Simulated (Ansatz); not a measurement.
## Te2Pb (model cell, started as rutile): phonons and vibrational spectra

Wanted: phonon frequencies of Te2Pb (model cell, started as rutile) and what follows from them.

Program: Ansatz 0.2.0. Level of theory: DFT PBEsol, scalar-relativistic, plane waves, PAW. Results are calculated unless marked as measured.

The structure was built from a prototype and need not be the compound's stable phase.

## 1. The starting structure

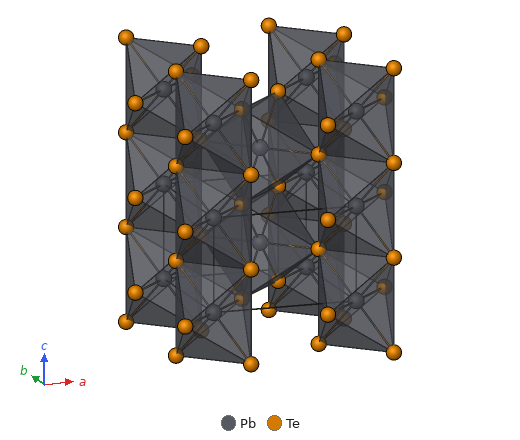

The cell as given, slightly off an axis (lead dark grey, tellurium orange). 1×1×2 cells are drawn. Some periodic images of atoms are drawn too.

Structure file:

```cif
data_structure
_symmetry_space_group_name_H-M 'P 1'
_symmetry_Int_Tables_number 1
_cell_length_a 6.9550
_cell_length_b 6.9550
_cell_length_c 4.4860
_cell_angle_alpha 90.000
_cell_angle_beta 90.000
_cell_angle_gamma 90.000
_cell_volume 217.00
loop_
_atom_site_label
_atom_site_type_symbol
_atom_site_fract_x
_atom_site_fract_y
_atom_site_fract_z
_atom_site_occupancy
Pb1 Pb 0.00000 0.00000 0.00000 1
Pb2 Pb 0.50000 0.50000 0.50000 1
Te3 Te 0.30500 0.30500 0.00000 1
Te4 Te 0.69500 0.69500 0.00000 1
Te5 Te 0.80500 0.19500 0.50000 1
Te6 Te 0.19500 0.80500 0.50000 1
```

## 2. Bringing the structure to rest

Harmonic phonons are second derivatives at a point where the forces vanish, and they are wanted at zero stress, so atoms and cell are relaxed first.

File input.yaml:

```yaml
crystal:
  lattice:
    - [6.95505, 0.0, 0.0]
    - [0.0, 6.95505, 0.0]
    - [0.0, 0.0, 4.48601]
  atoms:
    - { symbol: Pb, position: [0.0, 0.0, 0.0] }
    - { symbol: Pb, position: [0.5, 0.5, 0.5] }
    - { symbol: Te, position: [0.305, 0.305, 0.0] }
    - { symbol: Te, position: [0.695, 0.695, 0.0] }
    - { symbol: Te, position: [0.805, 0.195, 0.5] }
    - { symbol: Te, position: [0.195, 0.805, 0.5] }
kpoints:
  mp_grid: { grid: [6, 6, 8] }
hamiltonian:
  xc: pbesol
scf:
  occupations: { method: gaussian, width: 0.1 }
output:
  forces: true
  stress: true
  eigenvalues: true
relax:
  adjacent_minimum: "off"
  f_tol: 0.005
  max_steps: 80
  cell: { stress_tol: 0.05 }
```

On the command line:

```console
$ ansatz run input.yaml --threads 8 --pin off --max-ram 14336MiB --backend cpu --events-out ev --progress --plain --runs-dir out
```

Numbers of over 12 decimals in the logs are rounded to 6 here.

The log of the run:

```text
Engine: ansatz 0.2.0, aarch64-unknown-linux-gnu
Pseudopotentials: kind: paw
Pseudopotential: Pb, paw, valence charge 14, recommended cutoff 420 eV (normal), Pb.paw.azcp
Pseudopotential: Te, paw, valence charge 16, recommended cutoff 420 eV (normal), Te.paw.azcp
Functional definition: PBEsol
  exchange = pbesol_x
  correlation = pbesol_c
Crystal: 6 atoms, lattice volume = 217.001 Å³
Basis set: ecut = 420 eV, 4251 PW (Γ), exchange–correlation on 96×96×60 points (8 copies of the dense FFT grid, shifted against one another)
Bands: 56, of which v1, the nominal top of the filled ones, is band 46 counted from 1 (45 counted from 0)
Symmetry: 16 space group operations
Space group: P42/mnm (ITA 136), of the structure as read, at distance tolerance 6.0e-5 Å
k-points: 50 of 288
Non-local potential: Pb, projectors of the file, l = 0: 2, l = 1: 2, l = 2: 2, l = 3: 2
Non-local potential: Te, projectors of the file, l = 0: 2, l = 1: 2, l = 2: 2, l = 3: 2
PAW form: soft (Blöchl's): semilocal exchange-correlation on the pseudo side does not see the compensation charge
PAW frozen core: Pb, regenerated for the run's functional, and the local potential with it (the file was generated under x = pbe(κ = 0.804, μ = 0.219515), c = pbe(β = 0.066725))
PAW frozen core: Te, regenerated for the run's functional, and the local potential with it (the file was generated under x = pbe(κ = 0.804, μ = 0.219515), c = pbe(β = 0.066725))
PAW one-centre angular grid: Pb, 590 points (default); XC on 64 Gauss nodes
PAW one-centre angular grid: Te, 590 points (default); XC on 64 Gauss nodes
Initial density: superposition of atomic densities (neutral atoms: chi_scale 0, normalization atom), corrected by the library's trained network
Initial wavefunctions: pseudopotential atomic-orbital guess
Functional: x = pbesol(κ = 0.804, μ = 0.123457), c = pbesol(β = 0.046)
SCF iter   1: F=—  HF=-51114.131172 eV  |F-HF|=—  |Δ(HF+E_count)|=         —  Δρ=2.53e-3  dr2=1.73e-2  ethr=1.77e-3  ⟨swp⟩=7.3  Hψ=11831  notcnv=0  defer=76
preconditioner: auto → LDOS  [metal: Δε(μ)=0.008 eV  Ē_g=13.118 eV  σ=0.100 eV  W_gap=0.04  n_scr=46 (ndim 8)  ℏωp=18.2 eV  f_vac=0.075  D(μ)=7.00/eV (n_scr^D=46)  β→1.0]
SCF iter   2: F=—  HF=-51114.125762 eV  |F-HF|=—  |Δ(HF+E_count)|=   5.41e-3  Δρ=9.80e-4  dr2=1.75e-3  ethr=1.88e-5  ⟨swp⟩=2.0  Hψ=4564  notcnv=0  defer=93
SCF iter   3: F=—  HF=-51114.125488 eV  |F-HF|=—  |Δ(HF+E_count)|=   2.75e-4  Δρ=3.51e-4  dr2=2.63e-4  ethr=1.90e-6  ⟨swp⟩=3.0  Hψ=5396  notcnv=0  defer=93
SCF iter   4: F=—  HF=-51114.125429 eV  |F-HF|=—  |Δ(HF+E_count)|=   5.84e-5  Δρ=1.11e-4  dr2=3.65e-5  ethr=2.86e-7  ⟨swp⟩=3.0  Hψ=5249  notcnv=0  defer=93
SCF iter   5: F=—  HF=-51114.125474 eV  |F-HF|=—  |Δ(HF+E_count)|=   4.46e-5  Δρ=3.84e-5  dr2=3.97e-6  ethr=3.97e-8  ⟨swp⟩=2.0  Hψ=4952  notcnv=0  defer=93
SCF iter   6: F=—  HF=-51114.125473 eV  |F-HF|=—  |Δ(HF+E_count)|=   9.32e-7  Δρ=9.54e-6  dr2=2.36e-7  ethr=4.32e-9  ⟨swp⟩=2.0  Hψ=4958  notcnv=0  defer=93
SCF iter   7: F=-51114.125473 eV  HF=-51114.125473 eV  |F-HF|=4.31e-9  |Δ(HF+E_count)|=   6.36e-8  Δρ=2.44e-6  dr2=1.33e-8  ethr=1.09e-10  ⟨swp⟩=12.1  Hψ=13415  notcnv=0
SCF 1 converged in 7 iterations: F = -51114.125473 eV  dr2 = 1.33e-8
  greatest PAW one-centre occupation: 0.998 electrons in one spin orbital (limit 2), on the Te atom at site 5 (counted from 0), in its partial waves of l = 2
relax step   1: F+E_penalty+E_count = -51114.12547287 eV  Δ(F+E_penalty+E_count) = +0.000e0 eV  max|allowed force component| = 2.556e-1 eV/Å  Δτ_max = 0.0000 Å  P = +2.366 GPa  Ω = 217.001 Å³  (7 SCF iters, dr2 threshold 1.00e-7 eV, accepted)
Crystal: 6 atoms, lattice volume = 233.350 Å³
Basis set: ecut = 420 eV, 4547 PW (Γ), exchange–correlation on 96×96×60 points (8 copies of the dense FFT grid, shifted against one another)
Initial density: handed on by an earlier stage of this run
Initial wavefunctions: those handed on with the density
iter 1 solved again at ethr=3.72e-5 eV; its pass at ethr=3.10e-3 eV (dr2=3.43e-2 eV) is discarded
SCF iter   1: F=—  HF=-51114.233697 eV  |F-HF|=—  |Δ(HF+E_count)|=         —  Δρ=3.31e-3  dr2=3.43e-2  ethr=3.72e-5  ⟨swp⟩=2.1  Hψ=14244  notcnv=0
preconditioner: auto → LDOS  [metal: Δε(μ)=0.008 eV  Ē_g=12.864 eV  σ=0.100 eV  W_gap=0.05  n_scr=46 (ndim 8)  ℏωp=17.5 eV  f_vac=0.088  D(μ)=8.65/eV (n_scr^D=66)  β→1.0]
SCF iter   2: F=—  HF=-51114.226081 eV  |F-HF|=—  |Δ(HF+E_count)|=   7.62e-3  Δρ=1.47e-3  dr2=5.22e-3  ethr=3.72e-5  ⟨swp⟩=3.0  Hψ=5027  notcnv=0
SCF iter   3: F=—  HF=-51114.225589 eV  |F-HF|=—  |Δ(HF+E_count)|=   4.92e-4  Δρ=6.76e-4  dr2=1.33e-3  ethr=5.68e-6  ⟨swp⟩=2.0  Hψ=5126  notcnv=0
SCF iter   4: F=—  HF=-51114.225216 eV  |F-HF|=—  |Δ(HF+E_count)|=   3.73e-4  Δρ=2.33e-4  dr2=1.63e-4  ethr=1.45e-6  ⟨swp⟩=2.0  Hψ=5109  notcnv=0
SCF iter   5: F=—  HF=-51114.225243 eV  |F-HF|=—  |Δ(HF+E_count)|=   2.69e-5  Δρ=6.06e-5  dr2=1.34e-5  ethr=1.77e-7  ⟨swp⟩=1.5  Hψ=2988  notcnv=0
SCF iter   6: F=-51114.225241 eV  HF=-51114.225241 eV  |F-HF|=2.39e-8  |Δ(HF+E_count)|=   1.59e-6  Δρ=1.09e-5  dr2=2.72e-7  ethr=6.52e-10  ⟨swp⟩=6.1  Hψ=14562  notcnv=0
SCF 2 converged in 6 iterations: F = -51114.225241 eV  dr2 = 2.72e-7
  greatest PAW one-centre occupation: 0.998 electrons in one spin orbital (limit 2), on the Te atom at site 3 (counted from 0), in its partial waves of l = 2
relax step   2: F+E_penalty+E_count = -51114.22524135 eV  Δ(F+E_penalty+E_count) = -9.977e-2 eV  max|allowed force component| = 7.186e-2 eV/Å  Δτ_max = 0.0610 Å  P = -0.642 GPa  Ω = 233.350 Å³  energy of the carried Pulay correction = -2.128e-3 eV  (6 SCF iters, dr2 threshold 6.00e-7 eV, accepted)
Crystal: 6 atoms, lattice volume = 229.652 Å³
Basis set: ecut = 420 eV, 4539 PW (Γ), exchange–correlation on 96×96×60 points (8 copies of the dense FFT grid, shifted against one another)
iter 1 solved again at ethr=2.30e-6 eV; its pass at ethr=3.10e-3 eV (dr2=2.12e-3 eV) is discarded
SCF iter   1: F=—  HF=-51114.238887 eV  |F-HF|=—  |Δ(HF+E_count)|=         —  Δρ=8.08e-4  dr2=2.11e-3  ethr=2.30e-6  ⟨swp⟩=2.1  Hψ=13908  notcnv=0
preconditioner: auto → LDOS  [metal: Δε(μ)=0.008 eV  Ē_g=12.900 eV  σ=0.100 eV  W_gap=0.05  n_scr=46 (ndim 8)  ℏωp=17.7 eV  f_vac=0.078  D(μ)=8.32/eV (n_scr^D=66)  β→1.0]
SCF iter   2: F=—  HF=-51114.238377 eV  |F-HF|=—  |Δ(HF+E_count)|=   5.10e-4  Δρ=4.05e-4  dr2=3.78e-4  ethr=2.29e-6  ⟨swp⟩=2.0  Hψ=5120  notcnv=0
SCF iter   3: F=—  HF=-51114.238391 eV  |F-HF|=—  |Δ(HF+E_count)|=   1.45e-5  Δρ=1.52e-4  dr2=6.75e-5  ethr=4.11e-7  ⟨swp⟩=2.0  Hψ=5123  notcnv=0
[...]
relax step   7: F+E_penalty+E_count = -51114.61620529 eV  Δ(F+E_penalty+E_count) = -2.096e-1 eV  max|allowed force component| = 1.299e-1 eV/Å  Δτ_max = 0.0805 Å  P = +0.171 GPa  Ω = 223.430 Å³  energy of the carried Pulay correction = -8.678e-4 eV  (6 SCF iters, dr2 threshold 6.00e-7 eV, accepted)
relax step   8: F+E_penalty+E_count = -51114.77568811 eV  Δ(F+E_penalty+E_count) = -1.595e-1 eV  max|allowed force component| = 1.019e-2 eV/Å  Δτ_max = 0.0943 Å  P = +0.408 GPa  Ω = 220.738 Å³  energy of the carried Pulay correction = -5.096e-4 eV  (6 SCF iters, dr2 threshold 6.00e-7 eV, accepted)
relax step   9: F+E_penalty+E_count = -51114.81203830 eV  Δ(F+E_penalty+E_count) = -3.635e-2 eV  max|allowed force component| = 8.151e-2 eV/Å  Δτ_max = 0.0288 Å  P = -0.394 GPa  Ω = 223.807 Å³  energy of the carried Pulay correction = -9.174e-4 eV  (6 SCF iters, dr2 threshold 6.00e-7 eV, accepted)
relax step  10: F+E_penalty+E_count = -51114.81340009 eV  Δ(F+E_penalty+E_count) = -1.362e-3 eV  max|allowed force component| = 6.594e-2 eV/Å  Δτ_max = 0.0274 Å  P = +0.150 GPa  Ω = 221.411 Å³  energy of the carried Pulay correction = -5.999e-4 eV  (5 SCF iters, dr2 threshold 6.00e-7 eV, accepted)
relax step  11: F+E_penalty+E_count = -51114.81677688 eV  Δ(F+E_penalty+E_count) = -3.377e-3 eV  max|allowed force component| = 2.921e-3 eV/Å  Δτ_max = 0.0162 Å  P = +0.067 GPa  Ω = 221.873 Å³  energy of the carried Pulay correction = -6.615e-4 eV  (5 SCF iters, dr2 threshold 2.72e-7 eV, accepted)
relax step  12: F+E_penalty+E_count = -51114.81700230 eV  Δ(F+E_penalty+E_count) = -2.254e-4 eV  max|allowed force component| = 9.334e-4 eV/Å  Δτ_max = 0.0023 Å  P = +0.007 GPa  Ω = 222.099 Å³  energy of the carried Pulay correction = -6.916e-4 eV  (4 SCF iters, dr2 threshold 6.98e-8 eV, accepted)
relax step  13: F+E_penalty+E_count = -51114.89358152 eV  Δ(F+E_penalty+E_count) = -7.658e-2 eV  max|allowed force component| = 2.241e-4 eV/Å  Δτ_max = 0.0000 Å  P = +0.606 GPa  Ω = 222.099 Å³  stress off target by 1.69e0 GPa  SCF on the basis re-selected at this cell (its energy is not comparable with the rows above)  (8 SCF iters)
relax step  14: F+E_penalty+E_count = -51114.92841467 eV  Δ(F+E_penalty+E_count) = -3.483e-2 eV  max|allowed force component| = 2.104e-2 eV/Å  Δτ_max = 0.0209 Å  P = +0.273 GPa  Ω = 224.547 Å³  energy of the carried Pulay correction = -2.976e-4 eV  (6 SCF iters, dr2 threshold 6.00e-7 eV, accepted)
relax step  15: F+E_penalty+E_count = -51114.93291748 eV  Δ(F+E_penalty+E_count) = -4.503e-3 eV  max|allowed force component| = 9.151e-3 eV/Å  Δτ_max = 0.0039 Å  P = -0.052 GPa  Ω = 226.558 Å³  energy of the carried Pulay correction = -5.463e-4 eV  (5 SCF iters, dr2 threshold 6.00e-7 eV, accepted)
relax step  16: F+E_penalty+E_count = -51114.93311153 eV  Δ(F+E_penalty+E_count) = -1.941e-4 eV  max|allowed force component| = 2.633e-4 eV/Å  Δτ_max = 0.0003 Å  P = +0.002 GPa  Ω = 226.280 Å³  energy of the carried Pulay correction = -5.122e-4 eV  (5 SCF iters, dr2 threshold 4.14e-8 eV, accepted)
iter 1 solved again at ethr=3.12e-7 eV; its pass at ethr=3.10e-3 eV (dr2=2.87e-4 eV) is discarded
SCF iter   1: F=—  HF=-51114.933270 eV  |F-HF|=—  |Δ(HF+E_count)|=         —  Δρ=1.61e-4  dr2=1.52e-6  ethr=3.12e-7  ⟨swp⟩=3.3  Hψ=18877  notcnv=0
preconditioner: auto → LDOS  [metal: Δε(μ)=0.021 eV  Ē_g=12.915 eV  σ=0.100 eV  W_gap=0.12  n_scr=48 (ndim 8)  ℏωp=17.8 eV  f_vac=0.030  D(μ)=6.55/eV (n_scr^D=48)  β→1.0]
SCF iter   2: F=—  HF=-51114.933600 eV  |F-HF|=—  |Δ(HF+E_count)|=   3.29e-4  Δρ=6.95e-6  dr2=6.79e-8  ethr=1.65e-9  ⟨swp⟩=2.0  Hψ=5123  notcnv=0
SCF iter   3: F=—  HF=-51114.933600 eV  |F-HF|=—  |Δ(HF+E_count)|=   4.36e-8  Δρ=2.84e-6  dr2=1.61e-8  ethr=7.38e-11  ⟨swp⟩=2.0  Hψ=5135  notcnv=0
SCF iter   4: F=—  HF=-51114.933600 eV  |F-HF|=—  |Δ(HF+E_count)|=   1.98e-9  Δρ=5.94e-7  dr2=8.75e-10  ethr=1.75e-11  ⟨swp⟩=2.0  Hψ=5115  notcnv=0
SCF iter   5: F=—  HF=-51114.933600 eV  |F-HF|=—  |Δ(HF+E_count)|=  1.46e-11  Δρ=2.61e-7  dr2=1.92e-10  ethr=1.00e-12  ⟨swp⟩=2.0  Hψ=5133  notcnv=0
SCF iter   6: F=-51114.933600 eV  HF=-51114.933600 eV  |F-HF|=7.28e-12  |Δ(HF+E_count)|=  5.09e-11  Δρ=6.11e-8  dr2=1.51e-11  ethr=1.00e-12  ⟨swp⟩=7.0  Hψ=11332  notcnv=0
SCF 17 converged in 6 iterations: F = -51114.933600 eV  dr2 = 1.51e-11
relax step  17: F+E_penalty+E_count = -51114.93359989 eV  Δ(F+E_penalty+E_count) = -4.884e-4 eV  max|allowed force component| = 2.586e-4 eV/Å  Δτ_max = 0.0000 Å  P = +0.001 GPa  Ω = 226.280 Å³  stress off target by 3.62e-3 GPa  SCF on the basis re-selected at this cell (its energy is not comparable with the rows above)  (6 SCF iters)
basis re-selected at this cell: Δ(F+E_penalty+E_count) = -4.884e-4 eV, ΔP = -0.001 GPa vs the last step (what re-selecting the basis moved, of the pressure what is left beyond the Pulay correction that the steps carried, after the strain that the cell walked since its last selection, with what the two solves' SCF thresholds leave and, on support functions, any second-order correction that the steps lacked; it is no m [...]
SCF converged after 6 iterations
Free energy (F): -51114.933600 eV
Harris-Foulkes:  -51114.933600 eV  (|F-HF|=7.28e-12)
Internal energy: -51114.900854 eV  (E = F + TS)
E sigma→0 (E₀):  -51114.917227 eV
Entropy (-TS):   -0.032746 eV (-5.458 meV/atom)
Fermi energy:    6.831858 eV
--- Per-component energies (eV) ---
  E_band       = -1314.551018
  E_kinetic    = 1298.938246
  E_local      = -8380.930011  (includes V_loc(G=0)·N_el)
  E_nonlocal   = -526.944589
  E_hartree    = 4582.135896
  E_xc         = -929.595773
  E_vxc        = -679.442038  (∫ρ·V_xc dr)
  E_paw        = -38849.465271  (= ΣΔE_a)
  E_vpaw       = -2190.444143  (= ΣTr[D̂ρ^β])
  E_aug_tail   = -0.000601  (compensation charges beyond the density's cutoff)
  E_ewald      = -8310.662245
  E_core_change = 1.623494  (= ΣΔE_core)
  E_smearing   = -0.032746  (= −TS)
  E_closure    = 0.000000  (closes the sum)
  Σ components = -51114.933600   (vs F -51114.933600, Δ=0.00e0)
--- Forces (eV/Å), atoms counted from 1 ---
  atom   1  Pb     0.00000000    -0.00000000     0.00000000
  atom   2  Pb     0.00000000     0.00000000     0.00000000
  atom   3  Te     0.00025862     0.00025862     0.00000000
  atom   4  Te    -0.00025862    -0.00025862     0.00000000
  atom   5  Te     0.00025862    -0.00025862     0.00000000
  atom   6  Te    -0.00025862     0.00025862     0.00000000
  max |Σ_I F_I| component: 8.13e-19 eV/Å
--- Stress (GPa, compression-positive) ---
       -0.000288       0.000000       0.000000
        0.000000      -0.000288       0.000000
        0.000000       0.000000       0.003620
  P = ⅓ Tr σ = 0.0010 GPa (0.010 kbar)
--- Band table (eV; the first three rows and the last of 50) ---
  k-point 0: bands = [... 42 lower, 5.0029, 6.1580, 6.1580, 6.5589, 6.5589, 6.9730, 7.9984, 7.9984, ... 6 higher]
  k-point 1: bands = [... 42 lower, 5.0551, 5.7115, 5.7115, 6.6770, 6.6770, 6.8546, 8.3550, 8.3550, ... 6 higher]
  k-point 2: bands = [... 42 lower, 5.2199, 5.2199, 5.5129, 6.4727, 6.4727, 6.5525, 9.0901, 9.2069, ... 6 higher]
  k-point 49: bands = [... 42 lower, 6.3349, 6.3349, 6.4319, 6.4319, 7.0256, 7.0256, 9.2383, 9.2383, ... 6 higher]
--- Relaxed structure (15 steps of the walk, 15 accepted, 2 SCFs on fresh bases) ---
  F+E_penalty+E_count = -51114.93359989 eV   max|allowed force component| = 2.586e-4 eV/Å   (the final SCF, on the basis selected at the relaxed cell)
  cell:  # Å, volume = 226.2797 Å³
    - [6.284254, 0, 0.0]
    - [0, 6.284254, 0.0]
    - [0.0, 0.0, 5.729781]
  atoms:
    - { symbol: Pb, position: [0, 1.0392469476476368e-18, 0.0] }
    - { symbol: Pb, position: [0.5, 0.5, 0.5] }
    - { symbol: Te, position: [0.339062, 0.339062, 0.0] }
    - { symbol: Te, position: [0.660938, 0.660938, 0.0] }
    - { symbol: Te, position: [0.839062, 0.160938, 0.5] }
    - { symbol: Te, position: [0.160938, 0.839062, 0.5] }
```

Elapsed: 86 s, on 8 threads of Arm Neoverse V2, shared host; peak memory 1.2 GiB; 11 min of CPU time.

Step by step:

```csv
step,energy less that of the first step (eV),largest force component (eV/Å),pressure (GPa),volume (Å³)
1,0.0000,0.2556,2.37,217.00
2,-0.0998,0.0719,-0.64,233.35
3,-0.1129,0.0119,-0.09,229.65
4,-0.1143,0.0025,0.03,228.91
5,-0.1347,0.0003,0.44,226.42
6,-0.2811,0.0918,0.42,224.81
7,-0.4907,0.1299,0.17,223.43
8,-0.6502,0.0102,0.41,220.74
9,-0.6866,0.0815,-0.39,223.81
10,-0.6879,0.0659,0.15,221.41
11,-0.6913,0.0029,0.07,221.87
12,-0.6915,0.0009,0.01,222.10
13*,-0.7681,0.0002,0.61,222.10
14,-0.8029,0.0210,0.27,224.55
15,-0.8074,0.0092,-0.05,226.56
16,-0.8076,0.0003,0.00,226.28
17*,-0.8081,0.0003,0.00,226.28
```

Relaxation steps marked * repeat the geometry before them on a plane-wave basis chosen anew for their cell, so energy and pressure can jump there.

The run keeps the 16 symmetry operations that it works with, so distortions that break them were not tested.

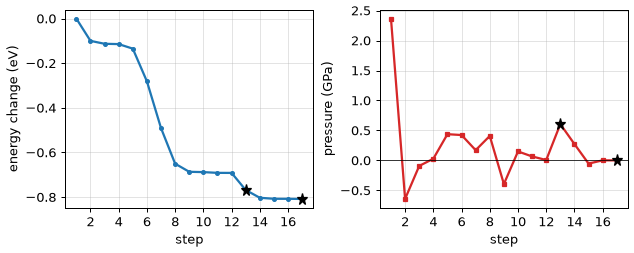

Energy and pressure along the relaxation. Stars mark steps on a basis chosen anew.

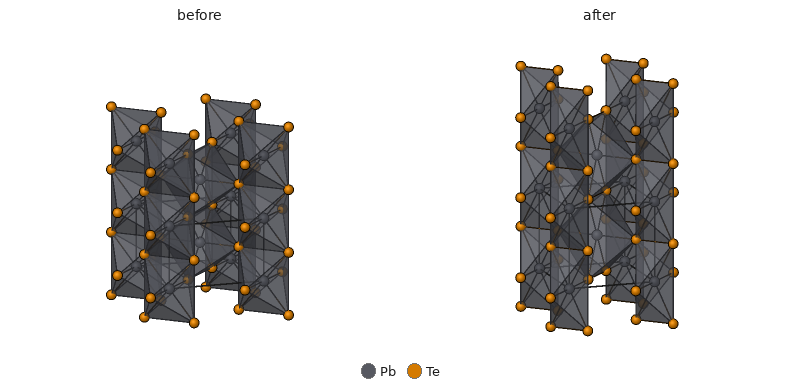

Before and after, at one scale.

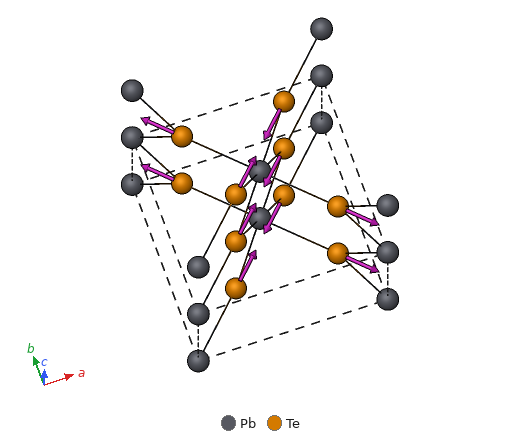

Displacements in the relaxation, exaggerated, measured against the changing cell; the longest in the cell stands for 0.30 Å. 1×1×2 cells are drawn. Some periodic images of atoms are drawn too.

```csv
cell as run,before,after,change
a (Å),6.955,6.284,-9.6 %
b (Å),6.955,6.284,-9.6 %
c (Å),4.486,5.730,+27.7 %
volume (Å³/atom),36.17,37.71,+4.3 %
```

The atoms that moved most (Å, as changes of fractional coordinates times the final cell):

```csv
atom,dx,dy,dz,length
Te3,0.214,0.214,0.000,0.303
Te6,-0.214,0.214,0.000,0.303
Te5,0.214,-0.214,0.000,0.303
Te4,-0.214,-0.214,0.000,0.303
```

The relaxed structure:

```cif
data_structure
_symmetry_space_group_name_H-M 'P 1'
_symmetry_Int_Tables_number 1
_cell_length_a 6.2843
_cell_length_b 6.2843
_cell_length_c 5.7298
_cell_angle_alpha 90.000
_cell_angle_beta 90.000
_cell_angle_gamma 90.000
_cell_volume 226.28
loop_
_atom_site_label
_atom_site_type_symbol
_atom_site_fract_x
_atom_site_fract_y
_atom_site_fract_z
_atom_site_occupancy
Pb1 Pb 0.00000 0.00000 0.00000 1
Pb2 Pb 0.50000 0.50000 0.50000 1
Te3 Te 0.33906 0.33906 0.00000 1
Te4 Te 0.66094 0.66094 0.00000 1
Te5 Te 0.83906 0.16094 0.50000 1
Te6 Te 0.16094 0.83906 0.50000 1
```

Numbers from this step:

```
pressure          : 0.001015 GPa
volume per atom   : 37.71 Å³
gap on the k-mesh : 0 eV
```

In this step the volume went from 36.17 to 37.71 Å³/atom.

(Continued in part 2 of 2.)

[Logs are printed without paths, hosts, clocks, repeated set-up lines and the standing remarks that a program may print on its own settings, such as how far it seeks lower states.]

[Hosts, paths, dates, database ids (printed as entryN), source tags and the programs' standing remarks are cut or masked in the printed files.]
